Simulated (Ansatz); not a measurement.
# Se: a line through a two-coordinate scan

One line of a two-coordinate grid on Se (P3_121, No. 152; 3 atoms in the cell): volume per atom is varied, at c/a of the conventional cell = 1.163.

Program: Ansatz 0.2.0. Level of theory: DFT PBE+D3(BJ), scalar-relativistic, plane waves, PAW. These are calculated values, not measurements.

### 1 The system as given

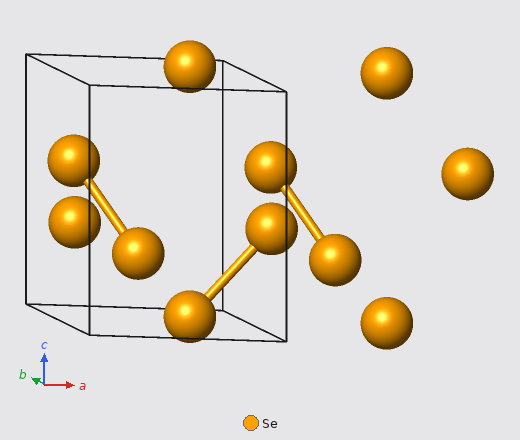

Start, viewed slightly off an axis; selenium orange. 2×1×1 cells are drawn. Atoms on the faces are drawn again on the opposite ones.

Coordinates:

```xyz
3
Lattice="4.0681 0.0000 0.0000 -2.0341 3.5231 0.0000 0.0000 0.0000 5.1277" Properties=species:S:1:pos:R:3 pbc="T T T"
Se    1.0062    0.0000    1.7092
Se   -0.5031    0.8714    3.4185
Se    1.5310    2.6517    0.0000
```

This cell was relaxed beforehand with the same method: volume 24.50 Å³/atom, gap on the mesh 0.52 eV.

### 2 Plan of the line

The energy is mapped over volume and the cell's shape.

- volume per atom: 7 values from 22.54 to 26.46 Å³
- c/a of the conventional cell: 7 values from 1.117 to 1.422

Nothing else is relaxed (fractional coordinates fixed). Energies count from the relaxed crystal. Points are written as (first, second).

### 3 Grid point (23.19 Å³, 1.163)

File input.yaml:

```yaml
crystal:
  lattice:
    - [4.1029637604, 0.0, 0.0]
    - [-2.0514818802, 3.5532708474, 0.0]
    - [0.0, 0.0, 4.7721571498]
  atoms:
    - { symbol: Se, position: [0.2473450684, 0.0, 0.3333333333] }
    - { symbol: Se, position: [0.0, 0.2473450684, 0.6666666667] }
    - { symbol: Se, position: [0.7526549316, 0.7526549316, 0.0] }
basis:
  ecutwfc: 420
kpoints:
  mp_grid: { grid: [12, 12, 8] }
hamiltonian:
  xc: pbe
  dispersion: d3bj
scf:
  occupations: { method: gaussian, width: 0.05 }
output:
  forces: true
  stress: true
  eigenvalues: true
```

Started as:

```bash
ansatz run input.yaml --threads 1 --pin off --max-ram 2048MiB --backend cpu --events-out ev --progress --plain --runs-dir out
```

Output, shortened:

```text
Warning: RAYON_NUM_THREADS=1 ignored (pool sized by the plan → 1); use --threads N
[...]
Pseudopotentials: kind: paw
Pseudopotential: Se, paw, valence charge 16, recommended cutoff 420 eV (normal), Se.paw.azcp
Functional definition: PBE
[...]
Crystal: 3 atoms, lattice volume = 69.573 Å³
Basis set: ecut = 420 eV, 1347 PW (Γ), exchange–correlation on 60×60×64 points (8 copies of the dense FFT grid, shifted against one another)
Bands: 29, of which v1, the nominal top of the filled ones, is band 24 counted from 1 (23 counted from 0)
Symmetry: 6 space group operations
Space group: P3121 (ITA 152), of the structure as read, at distance tolerance 4.1e-5 Å
k-points: 131 of 1152 (time reversal used)
[...]
SCF iter   1: F=—  HF=-16408.087771 eV  |F-HF|=—  |Δ(HF+E_count)|=         —  Δρ=2.29e-3  dr2=2.92e-3  ethr=1.77e-3  ⟨swp⟩=5.9  Hψ=16057  notcnv=0
[...]
SCF iter   6: F=-16408.088053 eV  HF=-16408.088053 eV  |F-HF|=2.51e-9  |Δ(HF+E_count)|=   9.83e-8  Δρ=7.06e-6  dr2=4.65e-8  ethr=2.08e-10  ⟨swp⟩=7.1  Hψ=17020  notcnv=0
[...]
SCF converged after 6 iterations
Free energy (F): -16408.088053 eV
[...]
E sigma→0 (E₀):  -16408.088053 eV
Fermi energy:    9.742212 eV
[...]
--- Forces (eV/Å), atoms counted from 1 ---
  atom   1  Se     0.55532429     0.00000000     0.00000000
  atom   2  Se    -0.27766214     0.48092494     0.00000000
  atom   3  Se    -0.27766214    -0.48092494     0.00000000
[...]
--- Stress (GPa, compression-positive) ---
        4.218777      -0.000000       0.000000
       -0.000000       4.218777       0.000000
        0.000000       0.000000       9.290227
  P = ⅓ Tr σ = 5.9093 GPa (59.093 kbar)
--- Band table (eV; the first three rows and the last of 131) ---
[...]
```

It took 20 s on 1 thread of Intel Xeon Platinum 8375C at 2.90GHz (Ice Lake), shared host; peak memory 0.5 GiB.

That is 44 meV/atom from the zero.

### 4 Point (23.84 Å³, 1.163)

input.yaml, as its differences from that of step 3:

```diff
@@ -2,5 +2,5 @@
   lattice:
-    - [4.1029637604, 0.0, 0.0]
-    - [-2.0514818802, 3.5532708474, 0.0]
-    - [0.0, 0.0, 4.7721571498]
+    - [4.1411754559, 0.0, 0.0]
+    - [-2.070587728, 3.5863631464, 0.0]
+    - [0.0, 0.0, 4.8166011728]
   atoms:
```

Started as:

```bash
ansatz run input.yaml --threads 1 --pin off --max-ram 2048MiB --backend cpu --events-out ev --progress --plain --runs-dir out
```

Output, shortened:

```text
[...]
SCF converged after 6 iterations
Free energy (F): -16408.145896 eV
[...]
E sigma→0 (E₀):  -16408.145896 eV
Fermi energy:    9.283046 eV
[...]
--- Forces (eV/Å), atoms counted from 1 ---
  atom   1  Se     0.29841906     0.00000000     0.00000000
  atom   2  Se    -0.14920953     0.25843849    -0.00000000
  atom   3  Se    -0.14920953    -0.25843849     0.00000000
[...]
--- Stress (GPa, compression-positive) ---
        2.230032      -0.000000       0.000000
       -0.000000       2.230032       0.000000
        0.000000       0.000000       6.317698
  P = ⅓ Tr σ = 3.5926 GPa (35.926 kbar)
--- Band table (eV; the first three rows and the last of 131) ---
[...]
```

Run time: 29 s. Hardware: 1 thread of Intel Xeon Platinum 8375C at 2.90GHz (Ice Lake), shared host; peak memory 0.5 GiB.

On the map this point reads 24 meV/atom.

### 5 Point (24.50 Å³, 1.163)

input.yaml, as its differences from that of step 4:

```diff
@@ -2,5 +2,5 @@
   lattice:
-    - [4.1411754559, 0.0, 0.0]
-    - [-2.070587728, 3.5863631464, 0.0]
-    - [0.0, 0.0, 4.8166011728]
+    - [4.1786286486, 0.0, 0.0]
+    - [-2.0893143243, 3.6187985626, 0.0]
+    - [0.0, 0.0, 4.8601629811]
   atoms:
```

Started as:

```bash
ansatz run input.yaml --threads 1 --pin off --max-ram 2048MiB --backend cpu --events-out ev --progress --plain --runs-dir out
```

Output, shortened:

```text
Warning: RAYON_NUM_THREADS=1 ignored (pool sized by the plan → 1); use --threads N
[...]
[... 3 set-up lines as earlier in the session ...]
[...]
Crystal: 3 atoms, lattice volume = 73.494 Å³
Basis set: ecut = 420 eV, 1439 PW (Γ), exchange–correlation on 60×60×72 points (8 copies of the dense FFT grid, shifted against one another)
Bands: 29, of which v1, the nominal top of the filled ones, is band 24 counted from 1 (23 counted from 0)
[... 1 set-up line as earlier in the session ...]
Space group: P3121 (ITA 152), of the structure as read, at distance tolerance 4.2e-5 Å
k-points: 131 of 1152 (time reversal used)
[...]
SCF iter   1: F=—  HF=-16408.176867 eV  |F-HF|=—  |Δ(HF+E_count)|=         —  Δρ=1.91e-3  dr2=2.18e-3  ethr=1.77e-3  ⟨swp⟩=5.9  Hψ=15979  notcnv=0
[...]
SCF iter   6: F=-16408.177254 eV  HF=-16408.177254 eV  |F-HF|=7.61e-9  |Δ(HF+E_count)|=   2.17e-8  Δρ=6.82e-6  dr2=5.14e-8  ethr=2.08e-10  ⟨swp⟩=7.2  Hψ=17183  notcnv=0
[...]
SCF converged after 6 iterations
Free energy (F): -16408.177254 eV
[...]
E sigma→0 (E₀):  -16408.177254 eV
Fermi energy:    8.848543 eV
[...]
--- Forces (eV/Å), atoms counted from 1 ---
  atom   1  Se     0.06515163     0.00000000    -0.00000000
  atom   2  Se    -0.03257581     0.05642296     0.00000000
  atom   3  Se    -0.03257581    -0.05642296    -0.00000000
[...]
--- Stress (GPa, compression-positive) ---
        0.511744       0.000000      -0.000000
        0.000000       0.511744      -0.000000
       -0.000000      -0.000000       3.734040
  P = ⅓ Tr σ = 1.5858 GPa (15.858 kbar)
--- Band table (eV; the first three rows and the last of 131) ---
[...]
```

Run time: 28 s. Hardware: 1 thread of Intel Xeon Platinum 8375C at 2.90GHz (Ice Lake), shared host; peak memory 0.51 GiB.

That is 14 meV/atom from the zero.

### 6 The run at (25.15 Å³, 1.163)

input.yaml, as its differences from that of step 5:

```diff
@@ -2,5 +2,5 @@
   lattice:
-    - [4.1786286486, 0.0, 0.0]
-    - [-2.0893143243, 3.6187985626, 0.0]
-    - [0.0, 0.0, 4.8601629811]
+    - [4.2154402845, 0.0, 0.0]
+    - [-2.1077201422, 3.6506783745, 0.0]
+    - [0.0, 0.0, 4.9029785949]
   atoms:
```

Started as:

```bash
ansatz run input.yaml --threads 1 --pin off --max-ram 2048MiB --backend cpu --events-out ev --progress --plain --runs-dir out
```

Output, shortened:

```text
[...]
SCF converged after 6 iterations
Free energy (F): -16408.185741 eV
[...]
E sigma→0 (E₀):  -16408.185741 eV
Fermi energy:    8.435905 eV
[...]
--- Forces (eV/Å), atoms counted from 1 ---
  atom   1  Se    -0.14735957     0.00000000    -0.00000000
  atom   2  Se     0.07367979    -0.12761713    -0.00000000
  atom   3  Se     0.07367979     0.12761713     0.00000000
[...]
--- Stress (GPa, compression-positive) ---
       -0.976240       0.000000       0.000000
        0.000000      -0.976240       0.000000
        0.000000       0.000000       1.482254
  P = ⅓ Tr σ = -0.1567 GPa (-1.567 kbar)
--- Band table (eV; the first three rows and the last of 131) ---
[...]
```

Wall time 27 s (1 thread of Intel Xeon Platinum 8375C at 2.90GHz (Ice Lake), shared host); peak memory 0.51 GiB.

That is 11 meV/atom from the zero.

### 7 The run at (25.80 Å³, 1.163)

input.yaml, as its differences from that of step 6:

```diff
@@ -2,5 +2,5 @@
   lattice:
-    - [4.2154402845, 0.0, 0.0]
-    - [-2.1077201422, 3.6506783745, 0.0]
-    - [0.0, 0.0, 4.9029785949]
+    - [4.2516111125, 0.0, 0.0]
+    - [-2.1258055563, 3.6820032305, 0.0]
+    - [0.0, 0.0, 4.945048885]
   atoms:
```

Started as:

```bash
ansatz run input.yaml --threads 1 --pin off --max-ram 2048MiB --backend cpu --events-out ev --progress --plain --runs-dir out
```

Output, shortened:

```text
Warning: RAYON_NUM_THREADS=1 ignored (pool sized by the plan → 1); use --threads N
[...]
[... 3 set-up lines as earlier in the session ...]
[...]
Crystal: 3 atoms, lattice volume = 77.412 Å³
Basis set: ecut = 420 eV, 1499 PW (Γ), exchange–correlation on 60×60×72 points (8 copies of the dense FFT grid, shifted against one another)
Bands: 29, of which v1, the nominal top of the filled ones, is band 24 counted from 1 (23 counted from 0)
[... 1 set-up line as earlier in the session ...]
Space group: P3121 (ITA 152), of the structure as read, at distance tolerance 4.3e-5 Å
k-points: 131 of 1152 (time reversal used)
[...]
SCF iter   1: F=—  HF=-16408.173842 eV  |F-HF|=—  |Δ(HF+E_count)|=         —  Δρ=1.58e-3  dr2=1.62e-3  ethr=1.77e-3  ⟨swp⟩=5.9  Hψ=15861  notcnv=0
[...]
SCF iter   6: F=-16408.174366 eV  HF=-16408.174366 eV  |F-HF|=2.92e-8  |Δ(HF+E_count)|=   1.58e-7  Δρ=7.10e-6  dr2=6.25e-8  ethr=2.08e-10  ⟨swp⟩=6.0  Hψ=18681  notcnv=0
[...]
SCF converged after 6 iterations
Free energy (F): -16408.174366 eV
[...]
E sigma→0 (E₀):  -16408.174366 eV
Fermi energy:    8.043850 eV
[...]
--- Forces (eV/Å), atoms counted from 1 ---
  atom   1  Se    -0.34095725    -0.00000000    -0.00000000
  atom   2  Se     0.17047863    -0.29527764    -0.00000000
  atom   3  Se     0.17047863     0.29527764     0.00000000
[...]
--- Stress (GPa, compression-positive) ---
       -2.263018      -0.000000      -0.000000
        0.000000      -2.263018      -0.000000
       -0.000000      -0.000000      -0.478823
  P = ⅓ Tr σ = -1.6683 GPa (-16.683 kbar)
--- Band table (eV; the first three rows and the last of 131) ---
[...]
```

It took 23 s on 1 thread of Intel Xeon Platinum 8375C at 2.90GHz (Ice Lake), shared host; peak memory 0.52 GiB.

Energy on the map's scale: 15 meV/atom.

### 8 Grid point (26.46 Å³, 1.163)

input.yaml, as its differences from that of step 7:

```diff
@@ -2,5 +2,5 @@
   lattice:
-    - [4.2516111125, 0.0, 0.0]
-    - [-2.1258055563, 3.6820032305, 0.0]
-    - [0.0, 0.0, 4.945048885]
+    - [4.2872307579, 0.0, 0.0]
+    - [-2.1436153789, 3.7128507482, 0.0]
+    - [0.0, 0.0, 4.9864780945]
   atoms:
```

Started as:

```bash
ansatz run input.yaml --threads 1 --pin off --max-ram 2048MiB --backend cpu --events-out ev --progress --plain --runs-dir out
```

Output, shortened:

```text
Warning: RAYON_NUM_THREADS=1 ignored (pool sized by the plan → 1); use --threads N
[...]
[... 3 set-up lines as earlier in the session ...]
[...]
Crystal: 3 atoms, lattice volume = 79.374 Å³
Basis set: ecut = 420 eV, 1523 PW (Γ), exchange–correlation on 60×60×72 points (8 copies of the dense FFT grid, shifted against one another)
Bands: 29, of which v1, the nominal top of the filled ones, is band 24 counted from 1 (23 counted from 0)
[... 2 set-up lines as earlier in the session ...]
k-points: 131 of 1152 (time reversal used)
[...]
SCF iter   1: F=—  HF=-16408.145081 eV  |F-HF|=—  |Δ(HF+E_count)|=         —  Δρ=1.44e-3  dr2=1.42e-3  ethr=1.77e-3  ⟨swp⟩=5.9  Hψ=15859  notcnv=0
[...]
SCF iter   6: F=-16408.145706 eV  HF=-16408.145706 eV  |F-HF|=4.37e-8  |Δ(HF+E_count)|=   2.58e-7  Δρ=7.48e-6  dr2=6.42e-8  ethr=2.08e-10  ⟨swp⟩=6.1  Hψ=19038  notcnv=0
[...]
SCF converged after 6 iterations
Free energy (F): -16408.145706 eV
[...]
E sigma→0 (E₀):  -16408.145706 eV
Fermi energy:    7.670260 eV
[...]
--- Forces (eV/Å), atoms counted from 1 ---
  atom   1  Se    -0.51774357     0.00000000    -0.00000000
  atom   2  Se     0.25887179    -0.44837909    -0.00000000
  atom   3  Se     0.25887179     0.44837909     0.00000000
[...]
--- Stress (GPa, compression-positive) ---
       -3.376637       0.000000       0.000000
        0.000000      -3.376637       0.000000
        0.000000       0.000000      -2.189281
  P = ⅓ Tr σ = -2.9809 GPa (-29.809 kbar)
--- Band table (eV; the first three rows and the last of 131) ---
[...]
```

Wall time 27 s (1 thread of Intel Xeon Platinum 8375C at 2.90GHz (Ice Lake), shared host); peak memory 0.52 GiB.

That is 24 meV/atom from the zero.

### 9 What came out

```
volume per atom (Å³)  step  energy (meV/atom)  slope (meV/atom per Å³)  pressure (GPa)  band gap on the k-mesh (eV)  largest force on an atom (eV/Å)
               22.54     –                 73                      −54             8.6                         0.42                             0.84
               23.19     3                 44                      −37             5.9                         0.47                             0.56
               23.84     4                 24                      −22             3.6                         0.51                             0.30
               24.50     5                 14                      −10             1.6                         0.55                             0.07
               25.15     6                 11                        1            −0.2                         0.58                             0.15
               25.80     7                 15                       10            −1.7                         0.61                             0.34
               26.46     8                 24                       19            −3.0                         0.64                             0.52
```

Energies count from the relaxed crystal. Rows without a step come from runs not printed here or follow by symmetry. Slopes come from the forces and the stress, not from differences of energies.

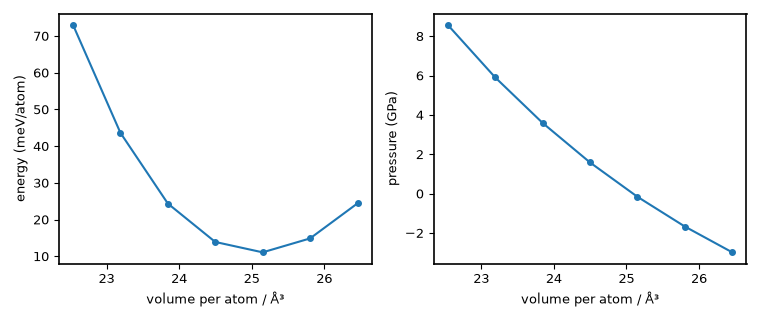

Energy and pressure along the line.

What this shows: Along the line the energy is lowest at 25.15 Å³, 11 meV/atom from the zero. Energies and slopes round the minimum, fitted together, put the minimum at 25.089 Å³, with a curvature of about 16 meV/atom per (Å³)². V·d²E/dV² there is about 63 GPa, a bulk modulus under this line's constraint. The highest point, at 22.54 Å³, lies 62 meV/atom above the lowest. This is one cut through a surface in two coordinates; the map's lowest point lies off it. The gap on the mesh closes on part of the grid.
